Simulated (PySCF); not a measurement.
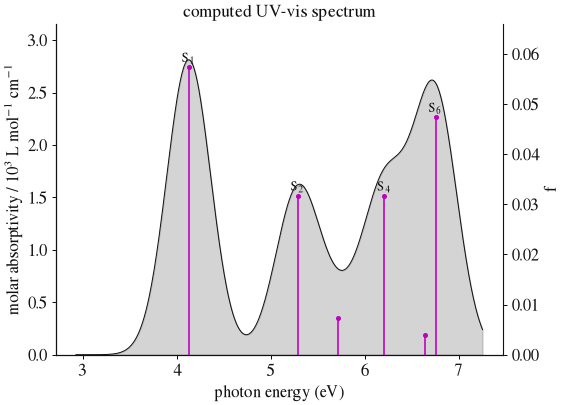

Vertical TDDFT excitations, PBE0/def2-SVPD in PySCF, at a GFN2-xTB geometry (no frequency check), gas phase. Only the first 6 singlet excitations are included; each is broadened by a Gaussian of 1/e half-width 0.33 eV. Sticks give oscillator strengths (right axis).

### Whose absorption spectrum is this?
A. C₃H₈BNO₃, SMILES CC(=O)NCB(O)O
B. C₃H₁₀AsB, SMILES B[AsH]CCC
C. C₂H₁₂BPSi₂, SMILES CB(C[SiH3])P[SiH3]

Option B. Its lowest singlet lies at 4.13 eV (f = 0.057) and the brightest of those computed is S1 at 4.13 eV (300 nm), f = 0.057, mainly HOMO → LUMO (93 %).

Note: the tight-binding geometry is rougher than a DFT one and adds to the error; one conformer of a flexible molecule; core orbitals are frozen in the response.
